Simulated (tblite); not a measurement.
C5H11OSi: geometry relaxation (part 1 of 2)

The run: geometry relaxation of C5H11OSi, multiplicity 2, SMILES [CH2]CC[SiH2]OC=C. Method and program: GFN2-xTB geometry optimisation, gas phase (tblite 0.8.0).

It belongs to a series of runs on one base structure; here: H removed from sp3 C.

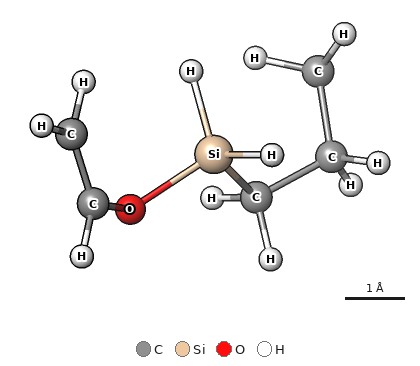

**Figure 1.** The starting structure (ball-and-stick view, seen at a tilt).

Key numbers:

```tsv
quantity	value
outcome	converged
total energy	−599.7490 eV
hardware	1 CPU thread, shared host
wall time	0.64 s
peak memory	0.18 GiB
```

The input:
```
{"job": {"kind": "relax", "xc": "GFN2-xTB", "basis": "xTB"}, "charge": 0, "multiplicity": 2}
C     -2.683800     0.697100     0.677800
C     -2.535300    -0.329400    -0.415300
C     -1.196600    -1.052400    -0.333300
Si     0.246200     0.092400    -0.513800
O      1.684000    -0.901200    -0.443900
C      2.930100    -0.410400    -0.814500
C      3.390700     0.708700    -0.270600
H     -2.607200     1.726400     0.256800
H     -1.963000     0.534900     1.502300
H     -2.706500     0.128900    -1.383300
H     -3.332700    -1.095000    -0.250300
H     -1.101100    -1.635500     0.595400
H     -1.154700    -1.783400    -1.166300
H      0.112400     0.835400    -1.743200
H      0.283800     1.090200     0.589000
H      3.503100    -0.969000    -1.529800
H      4.355000     1.137100    -0.505200
H      2.766900     1.231500     0.471700
```

The first line tells a small driver script what to run in tblite; the rest is the geometry in Å.

Launched with:
```bash
OMP_NUM_THREADS=1 python <driver script> task.json out
```

The program's output:
```
step      E/eV     max force
  0    -599.01895    2.375
  1    -599.27866    1.384
  2    -599.39869    0.660
  3    -599.44733    0.838
  4    -599.52108    0.660
  5    -599.55213    0.405
  6    -599.58185    0.348
  7    -599.60157    0.325
  8    -599.61565    0.259
  9    -599.62531    0.237
 10    -599.63314    0.211
 11    -599.63961    0.210
 12    -599.64487    0.187
 13    -599.64897    0.183
 14    -599.65243    0.139
 15    -599.65589    0.158
 16    -599.65935    0.158
 17    -599.66246    0.152
 18    -599.66533    0.143
 19    -599.66847    0.140
 20    -599.67246    0.162
 21    -599.67755    0.177
 22    -599.68260    0.167
 23    -599.68657    0.144
 24    -599.69034    0.142
 25    -599.69376    0.142
 26    -599.69625    0.135
 27    -599.69840    0.105
 28    -599.70053    0.119
 29    -599.70235    0.114
 30    -599.70457    0.104
 31    -599.70685    0.131
 32    -599.70917    0.150
 33    -599.71161    0.148
 34    -599.71404    0.149
 35    -599.71618    0.125
 36    -599.71795    0.166
 37    -599.71962    0.095
 38    -599.72096    0.067
 39    -599.72157    0.049
 40    -599.72208    0.046
 41    -599.72261    0.051
 42    -599.72317    0.049
 43    -599.72377    0.060
 44    -599.72441    0.063
 45    -599.72513    0.065
 46    -599.72591    0.059
 47    -599.72667    0.059
 48    -599.72736    0.073
 49    -599.72807    0.074
 50    -599.72875    0.052
 51    -599.72926    0.044
 52    -599.72960    0.049
 53    -599.72988    0.054
 54    -599.73026    0.052
 55    -599.73077    0.047
 56    -599.73129    0.043
 57    -599.73167    0.040
 58    -599.73197    0.045
 59    -599.73231    0.045
 60    -599.73273    0.049
 61    -599.73320    0.050
 62    -599.73362    0.053
 63    -599.73409    0.072
 64    -599.73467    0.076
 65    -599.73536    0.057
 66    -599.73607    0.057
 67    -599.73679    0.076
 68    -599.73762    0.075
 69    -599.73854    0.055
 70    -599.73929    0.053
 71    -599.73970    0.065
 72    -599.73994    0.041
 73    -599.74013    0.036
 74    -599.74050    0.031
 75    -599.74081    0.040
 76    -599.74119    0.044
 77    -599.74142    0.028
 78    -599.74160    0.035
 79    -599.74180    0.032
 80    -599.74208    0.043
 81    -599.74246    0.045
 82    -599.74293    0.047
 83    -599.74344    0.080
 84    -599.74396    0.054
 85    -599.74449    0.057
 86    -599.74491    0.047
 87    -599.74528    0.057
 88    -599.74564    0.065
 89    -599.74602    0.051
 90    -599.74638    0.046
 91    -599.74668    0.038
 92    -599.74695    0.045
 93    -599.74729    0.052
 94    -599.74764    0.050
 95    -599.74787    0.032
 96    -599.74799    0.033
 97    -599.74808    0.033
 98    -599.74820    0.031
 99    -599.74837    0.032
100    -599.74854    0.024
101    -599.74865    0.025
102    -599.74875    0.020
103    -599.74884    0.025
104    -599.74892    0.016
105    -599.74897    0.011
106    -599.74899    0.010
107    -599.74901    0.008
```

Trajectory as extended XYZ (Å, eV, eV/Å), 27 of the 108 frames kept, from step=0 to step=107:
```
18
Properties=species:S:1:pos:R:3:forces:R:3 step=0 energy=-599.01895
C    -2.6838    0.6971    0.6778    1.8820   0.6050  -1.0320
C    -2.5353   -0.3294   -0.4153   -0.9260  -0.2540   1.2940
C    -1.1966   -1.0524   -0.3333   -0.0590  -1.1850  -0.3690
Si    0.2462    0.0924   -0.5138    2.2190  -0.3360   0.7780
O     1.6840   -0.9012   -0.4439   -0.7090   1.3580  -1.0180
C     2.9301   -0.4104   -0.8145   -1.0330   0.6830   1.1160
C     3.3907    0.7087   -0.2706   -0.2900   0.1610   0.3240
H    -2.6072    1.7264    0.2568   -0.4960  -0.7100   0.7670
H    -1.9630    0.5349    1.5023   -1.0310   0.0990  -0.2520
H    -2.7065    0.1289   -1.3833    0.0560  -0.0540  -0.1370
H    -3.3327   -1.0950   -0.2503    0.3260   0.3030  -0.2650
H    -1.1011   -1.6355    0.5954   -0.2600   0.1860  -0.2650
H    -1.1547   -1.7834   -1.1663   -0.1100   0.1330   0.4130
H     0.1124    0.8354   -1.7432    0.2000   0.1480  -0.4510
H     0.2838    1.0902    0.5890    0.0810  -0.2500  -0.2180
H     3.5031   -0.9690   -1.5298   -0.1970  -0.3960  -0.1220
H     4.3550    1.1371   -0.5052   -0.2160  -0.2040   0.0260
H     2.7669    1.2315    0.4717    0.5630  -0.2870  -0.5880
18
Properties=species:S:1:pos:R:3:forces:R:3 step=4 energy=-599.52108
C    -2.5487    0.7137    0.6076    0.0710   0.3040   0.2420
C    -2.5310   -0.3447   -0.3947    0.2120  -0.1890  -0.1310
C    -1.1772   -1.0784   -0.3475   -0.0290  -0.3560  -0.0890
Si    0.3058    0.0880   -0.4918   -0.5920   0.1630  -0.2420
O     1.6516   -0.8239   -0.5351   -0.3120  -0.3580  -0.0600
C     2.8940   -0.3832   -0.7843    0.1220   0.3000  -0.0820
C     3.3883    0.7162   -0.2569   -0.0540   0.0640   0.1020
H    -2.6544    1.7343    0.3023   -0.1500   0.1010   0.0380
H    -2.0341    0.5382    1.5290   -0.1480  -0.0390   0.2680
H    -2.6994    0.1039   -1.3673    0.0470  -0.0370  -0.3380
H    -3.3344   -1.0902   -0.2547    0.1640   0.1190   0.1440
H    -1.1269   -1.6385    0.5872   -0.0010  -0.0380  -0.0300
H    -1.1683   -1.8067   -1.1597    0.0690  -0.1000   0.0400
H     0.1468    0.8283   -1.7508    0.1500   0.0260  -0.0350
H     0.3007    1.0713    0.5809    0.1080   0.0850   0.2050
H     3.4400   -0.9798   -1.4939    0.0700  -0.2580  -0.1330
H     4.3462    1.1123   -0.5026    0.3030  -0.0760   0.0020
H     2.7924    1.2454    0.4558   -0.0290   0.2900   0.1000
18
Properties=species:S:1:pos:R:3:forces:R:3 step=8 energy=-599.61565
C    -2.4724    0.7394    0.5945   -0.0850  -0.0810  -0.0350
C    -2.4991   -0.3447   -0.4043   -0.0210   0.1330  -0.0020
C    -1.1744   -1.1195   -0.3614   -0.0250   0.1010   0.0020
Si    0.2582    0.1034   -0.5063    0.1310   0.0070   0.0100
O     1.6115   -0.8149   -0.5923    0.0770   0.1430   0.0630
C     2.8697   -0.3562   -0.7949   -0.0460  -0.0430  -0.0090
C     3.3871    0.7296   -0.2428   -0.0890  -0.1420  -0.1450
H    -2.7011    1.7543    0.3307   -0.0340  -0.0940   0.0320
H    -2.0972    0.5365    1.5812   -0.1360   0.0090  -0.0570
H    -2.6808    0.0765   -1.3972    0.1290  -0.0370   0.0300
H    -3.3131   -1.0686   -0.2281    0.0240   0.1390   0.1480
H    -1.1359   -1.6559    0.5851    0.0770  -0.0940  -0.0100
H    -1.1623   -1.8530   -1.1638    0.0370  -0.1140  -0.0050
H     0.1843    0.8372   -1.7692   -0.0700   0.1300  -0.0580
H     0.3250    1.0672    0.6024   -0.0270  -0.0990  -0.0460
H     3.4116   -1.0066   -1.4789    0.0500   0.1790   0.0940
H     4.3760    1.0796   -0.4921   -0.1180  -0.1770   0.1480
H     2.8040    1.3021    0.4609    0.1250   0.0400  -0.1600
18
Properties=species:S:1:pos:R:3:forces:R:3 step=12 energy=-599.64487
C    -2.4626    0.7434    0.5897   -0.0130   0.0440  -0.0020
C    -2.4843   -0.3353   -0.4069    0.0370  -0.1070   0.0450
C    -1.1698   -1.1278   -0.3672    0.0820  -0.0200   0.0120
Si    0.2523    0.1126   -0.5193   -0.0230   0.0000  -0.0640
O     1.6011   -0.8009   -0.6017   -0.0340  -0.1020  -0.0500
C     2.8542   -0.3548   -0.8001    0.0380  -0.0230   0.0430
C     3.3766    0.7244   -0.2539    0.0690   0.0890   0.0550
H    -2.7277    1.7497    0.3445   -0.0520   0.0480  -0.0410
H    -2.1472    0.5342    1.5930   -0.0640  -0.0450   0.0050
H    -2.6512    0.0642   -1.4087    0.0130   0.0290   0.0430
H    -3.3042   -1.0355   -0.1908   -0.0700  -0.0210  -0.0240
H    -1.1235   -1.6743    0.5767    0.0630   0.0530  -0.0220
H    -1.1543   -1.8812   -1.1591   -0.0220   0.1070   0.0330
H     0.1827    0.8647   -1.7812   -0.0840   0.0390   0.0800
H     0.3276    1.0497    0.6054   -0.0550  -0.0150  -0.0060
H     3.4182   -0.9934   -1.4663    0.0560  -0.0610  -0.0540
H     4.3790    1.0328   -0.4645    0.1710  -0.0690  -0.0290
H     2.8242    1.3339    0.4340   -0.1130   0.0530  -0.0250
18
Properties=species:S:1:pos:R:3:forces:R:3 step=16 energy=-599.65935
C    -2.4641    0.7495    0.5863    0.0060  -0.0050   0.0440
C    -2.4753   -0.3422   -0.3990   -0.0600   0.0960   0.0030
C    -1.1579   -1.1278   -0.3650   -0.0950   0.0150   0.0230
Si    0.2539    0.1145   -0.5332    0.0210  -0.0230   0.0550
O     1.5998   -0.8061   -0.6188    0.0830   0.1020  -0.0870
C     2.8598   -0.3585   -0.7937    0.0520   0.0180  -0.0460
C     3.3837    0.7280   -0.2549    0.0150  -0.0920  -0.0140
H    -2.7516    1.7523    0.3410   -0.0120  -0.0560  -0.0180
H    -2.1882    0.5252    1.5980   -0.0440   0.0400   0.0350
H    -2.6323    0.0620   -1.3999   -0.0330  -0.0200  -0.0120
H    -3.3124   -1.0245   -0.1789    0.0670  -0.0600  -0.0660
H    -1.0978   -1.6745    0.5740    0.0560   0.0060   0.0810
H    -1.1541   -1.8755   -1.1558    0.0050  -0.0120  -0.0700
H     0.1585    0.8922   -1.7722   -0.0380   0.0350  -0.0040
H     0.3141    1.0357    0.6033   -0.0150   0.0140   0.0240
H     3.4320   -0.9935   -1.4631   -0.0020  -0.0430   0.0890
H     4.4078    0.9912   -0.4515   -0.0690   0.0080   0.0470
H     2.8152    1.3585    0.4069    0.0630  -0.0240  -0.0830
18
Properties=species:S:1:pos:R:3:forces:R:3 step=21 energy=-599.67755
C    -2.4636    0.7557    0.5955   -0.1260  -0.0700  -0.0400
C    -2.4705   -0.3375   -0.3886    0.0400  -0.0850   0.0070
C    -1.1541   -1.1280   -0.3580    0.1030   0.0350  -0.0360
Si    0.2508    0.1219   -0.5402    0.0030   0.1050  -0.0040
O     1.6062   -0.7727   -0.6885   -0.1180  -0.0310  -0.0480
C     2.8791   -0.3626   -0.8087   -0.0500  -0.0690  -0.0270
C     3.4063    0.7116   -0.2585    0.0360   0.0870  -0.0440
H    -2.7965    1.7396    0.3346    0.0110   0.0140   0.0210
H    -2.2728    0.5323    1.6275    0.0060   0.0210  -0.0170
H    -2.6216    0.0555   -1.3960   -0.0080   0.0370   0.0500
H    -3.2997   -1.0332   -0.1854   -0.0010  -0.0200   0.0280
H    -1.0520   -1.6674    0.5868   -0.1210   0.0210  -0.0970
H    -1.1571   -1.8665   -1.1617    0.0040  -0.0070   0.0960
H     0.1119    0.9390   -1.7509   -0.0160   0.0050  -0.0050
H     0.2937    1.0199    0.6150    0.0440   0.0060   0.0520
H     3.4639   -1.0308   -1.4258    0.0790  -0.1200   0.0020
H     4.4394    0.9400   -0.4113    0.1670   0.0560   0.0160
H     2.8278    1.3892    0.3378   -0.0510   0.0150   0.0460
18
Properties=species:S:1:pos:R:3:forces:R:3 step=25 energy=-599.69376
C    -2.5108    0.7408    0.6055   -0.0540   0.0170  -0.0440
C    -2.4684   -0.3471   -0.3821   -0.0670   0.0640   0.0030
C    -1.1379   -1.1111   -0.3569   -0.0770   0.0020   0.0070
Si    0.2547    0.1496   -0.5417    0.0390  -0.0270  -0.0120
O     1.6052   -0.7441   -0.7520    0.0890   0.0380  -0.0300
C     2.8989   -0.3769   -0.8270    0.0640   0.0640   0.0660
C     3.4316    0.7025   -0.2801   -0.0160  -0.0200  -0.0250
H    -2.8197    1.7268    0.3274   -0.0140   0.0520  -0.0090
H    -2.3248    0.5461    1.6414    0.0290  -0.0790   0.0570
H    -2.6245    0.0636   -1.3808    0.0000  -0.0110  -0.0190
H    -3.2865   -1.0590   -0.1942    0.0150  -0.0610   0.0240
H    -1.0435   -1.6533    0.5824   -0.0300  -0.0090   0.0560
H    -1.1560   -1.8558   -1.1496    0.0990  -0.0460  -0.0530
H     0.0645    0.9769   -1.7327    0.0180   0.0740  -0.0570
H     0.2881    1.0140    0.6388    0.0940   0.0120   0.0400
H     3.5051   -1.0865   -1.3859   -0.1270   0.0200   0.0610
H     4.4800    0.9220   -0.3725   -0.0490  -0.0780  -0.0180
H     2.8352    1.3977    0.2835   -0.0140  -0.0110  -0.0490
18
Properties=species:S:1:pos:R:3:forces:R:3 step=29 energy=-599.70235
C    -2.5360    0.7397    0.6112   -0.0120  -0.0400  -0.0410
C    -2.4736   -0.3466   -0.3793    0.0190  -0.0310  -0.0090
C    -1.1357   -1.1059   -0.3564    0.0360   0.0310   0.0190
Si    0.2580    0.1638   -0.5476   -0.0480   0.0260  -0.0020
O     1.6102   -0.7184   -0.7954   -0.0780   0.0100   0.0360
C     2.9099   -0.3776   -0.8282   -0.0650  -0.0290  -0.0160
C     3.4442    0.7022   -0.2906    0.0010  -0.0070   0.0350
H    -2.8405    1.7276    0.3276    0.0150  -0.0190   0.0260
H    -2.3603    0.5388    1.6506    0.0080  -0.0340  -0.0320
H    -2.6238    0.0625   -1.3793   -0.0590  -0.0200  -0.0040
H    -3.2761   -1.0770   -0.1890   -0.0050   0.0110  -0.0210
H    -1.0450   -1.6481    0.5861    0.0050   0.0420   0.0010
H    -1.1365   -1.8591   -1.1477    0.0200   0.0850   0.0340
H     0.0471    1.0121   -1.7307    0.0370  -0.0150   0.0780
H     0.3073    1.0070    0.6556    0.0800  -0.0450  -0.0670
H     3.5053   -1.1153   -1.3531    0.0200  -0.0230  -0.0060
H     4.4982    0.8899   -0.3524    0.0290  -0.0090  -0.0030
H     2.8386    1.4107    0.2424   -0.0040   0.0680  -0.0280
18
Properties=species:S:1:pos:R:3:forces:R:3 step=33 energy=-599.71161
C    -2.5798    0.7246    0.6126    0.0370  -0.0190  -0.0100
C    -2.4814   -0.3545   -0.3810   -0.0340  -0.0040  -0.0290
C    -1.1267   -1.0841   -0.3478   -0.0350   0.0210  -0.0120
Si    0.2549    0.1893   -0.5535    0.0530   0.0100   0.0550
O     1.6026   -0.6787   -0.8474   -0.0160  -0.1470  -0.0110
C     2.9121   -0.3844   -0.8315   -0.0110   0.0050   0.0210
C     3.4600    0.6926   -0.2991   -0.0360  -0.0230  -0.0490
H    -2.8630    1.7200    0.3336    0.0100  -0.0350   0.0040
H    -2.4052    0.5165    1.6497    0.0120  -0.0200   0.0160
H    -2.6450    0.0547   -1.3786   -0.0150  -0.0390  -0.0260
H    -3.2637   -1.1055   -0.1921   -0.0250  -0.0080  -0.0290
H    -1.0424   -1.6241    0.5958    0.0580   0.0450   0.0140
H    -1.1015   -1.8346   -1.1379   -0.0360  -0.0060  -0.0190
H     0.0297    1.0625   -1.7044   -0.0180   0.0650  -0.0480
H     0.3622    0.9878    0.6631    0.0290   0.0950   0.1010
H     3.5067   -1.1607   -1.3020   -0.0190   0.0070   0.0100
H     4.5224    0.8410   -0.3225   -0.0020   0.0080   0.0190
H     2.8492    1.4439    0.1665    0.0490   0.0460  -0.0050
18
Properties=species:S:1:pos:R:3:forces:R:3 step=37 energy=-599.71962
C    -2.5989    0.7075    0.6097    0.0180   0.0130   0.0240
C    -2.4965   -0.3620   -0.3912    0.0060  -0.0150   0.0100
C    -1.1285   -1.0640   -0.3456    0.0380   0.0020  -0.0370
Si    0.2612    0.2066   -0.5430   -0.0010   0.0460  -0.0050
O     1.5898   -0.6933   -0.8538    0.0220   0.0710   0.0400
C     2.9003   -0.3922   -0.8266    0.0000  -0.0320   0.0140
C     3.4560    0.6886   -0.3085   -0.0180   0.0320  -0.0250
H    -2.8588    1.7099    0.3397   -0.0120   0.0170  -0.0110
H    -2.4011    0.4919    1.6412   -0.0010  -0.0140   0.0140
H    -2.6711    0.0414   -1.3891    0.0270  -0.0020  -0.0180
H    -3.2666   -1.1249   -0.2038   -0.0220  -0.0290  -0.0090
H    -1.0376   -1.5957    0.6036    0.0180   0.0300  -0.0350
H    -1.0857   -1.8153   -1.1344   -0.0210  -0.0380   0.0020
H     0.0331    1.0911   -1.6943    0.0180  -0.0080   0.0690
H     0.4147    0.9996    0.6794   -0.0180   0.0200   0.0000
H     3.4953   -1.1773   -1.2804    0.0130  -0.0110   0.0180
H     4.5227    0.8261   -0.3153   -0.0730  -0.0510  -0.0340
H     2.8630    1.4682    0.1358    0.0050  -0.0300  -0.0170
18
Properties=species:S:1:pos:R:3:forces:R:3 step=41 energy=-599.72261
C    -2.6112    0.7005    0.6116   -0.0040  -0.0130  -0.0080
C    -2.4987   -0.3678   -0.3916    0.0140   0.0080  -0.0100
C    -1.1205   -1.0521   -0.3491   -0.0070  -0.0100  -0.0030
Si    0.2635    0.2272   -0.5416   -0.0110  -0.0220   0.0180
O     1.5861   -0.6709   -0.8802   -0.0260  -0.0210   0.0200
C     2.9001   -0.4000   -0.8255   -0.0130   0.0160   0.0010
C     3.4598    0.6851   -0.3223    0.0110  -0.0180  -0.0120
H    -2.8769    1.7027    0.3424    0.0030  -0.0160  -0.0030
H    -2.4346    0.4784    1.6461    0.0050  -0.0020  -0.0060
H    -2.6738    0.0325   -1.3911    0.0110   0.0160   0.0050
H    -3.2625   -1.1402   -0.2076    0.0320   0.0070   0.0000
H    -1.0224   -1.5757    0.6028    0.0190  -0.0020   0.0010
H    -1.0760   -1.8113   -1.1305    0.0050  -0.0070  -0.0100
H     0.0224    1.1268   -1.6721    0.0090   0.0430   0.0020
H     0.4367    0.9987    0.6912   -0.0270   0.0220   0.0130
H     3.4972   -1.2026   -1.2461   -0.0380  -0.0180   0.0250
H     4.5271    0.7876   -0.3004    0.0380   0.0190  -0.0290
H     2.8750    1.4874    0.0874   -0.0210  -0.0040  -0.0030
18
Properties=species:S:1:pos:R:3:forces:R:3 step=45 energy=-599.72513
C    -2.6109    0.6938    0.6099    0.0070  -0.0010  -0.0080
C    -2.4961   -0.3693   -0.3962    0.0020  -0.0160  -0.0160
C    -1.1192   -1.0509   -0.3567    0.0360  -0.0030   0.0300
Si    0.2600    0.2330   -0.5309    0.0150   0.0470  -0.0320
O     1.5768   -0.6750   -0.8607    0.0090   0.0060   0.0270
C     2.8910   -0.4027   -0.8204    0.0000  -0.0320   0.0130
C     3.4577    0.6850   -0.3315   -0.0040  -0.0020   0.0160
H    -2.8729    1.6961    0.3416   -0.0080   0.0200   0.0020
H    -2.4257    0.4699    1.6416    0.0030  -0.0020   0.0280
H    -2.6715    0.0345   -1.3931   -0.0030   0.0240  -0.0320
H    -3.2549   -1.1450   -0.2146   -0.0210  -0.0150   0.0010
H    -1.0122   -1.5651    0.5985   -0.0200  -0.0560   0.0250
H    -1.0752   -1.8158   -1.1334    0.0290   0.0310   0.0010
H     0.0335    1.1439   -1.6568    0.0030   0.0230   0.0030
H     0.4332    1.0151    0.6978   -0.0420  -0.0240   0.0010
H     3.4806   -1.2141   -1.2327   -0.0040  -0.0200  -0.0070
H     4.5269    0.7882   -0.3207   -0.0340   0.0190  -0.0230
H     2.8701    1.4847    0.0821    0.0310   0.0010  -0.0300
18
Properties=species:S:1:pos:R:3:forces:R:3 step=49 energy=-599.72807
C    -2.6248    0.6815    0.6091    0.0180   0.0150   0.0190
C    -2.4942   -0.3751   -0.4036   -0.0020   0.0140   0.0340
C    -1.1082   -1.0424   -0.3550   -0.0350   0.0200  -0.0060
Si    0.2600    0.2555   -0.5269   -0.0160  -0.0250   0.0300
O     1.5675   -0.6667   -0.8498   -0.0030  -0.0130  -0.0080
C     2.8851   -0.4157   -0.8115    0.0050  -0.0010   0.0200
C     3.4605    0.6772   -0.3453   -0.0020  -0.0040  -0.0290
H    -2.8795    1.6873    0.3420    0.0000  -0.0190   0.0200
H    -2.4351    0.4552    1.6413   -0.0150   0.0110  -0.0350
H    -2.6710    0.0391   -1.3988    0.0230  -0.0580   0.0390
H    -3.2454   -1.1603   -0.2243    0.0040   0.0180  -0.0410
H    -1.0001   -1.5605    0.6005   -0.0300   0.0030  -0.0370
H    -1.0557   -1.8048   -1.1336    0.0420   0.0240   0.0000
H     0.0354    1.1911   -1.6320    0.0120  -0.0090  -0.0230
H     0.4272    1.0219    0.7106   -0.0230   0.0010   0.0310
H     3.4639   -1.2461   -1.2011   -0.0050  -0.0060  -0.0010
H     4.5289    0.7763   -0.3378    0.0110   0.0090  -0.0070
H     2.8766    1.4927    0.0398    0.0160   0.0190  -0.0070
```
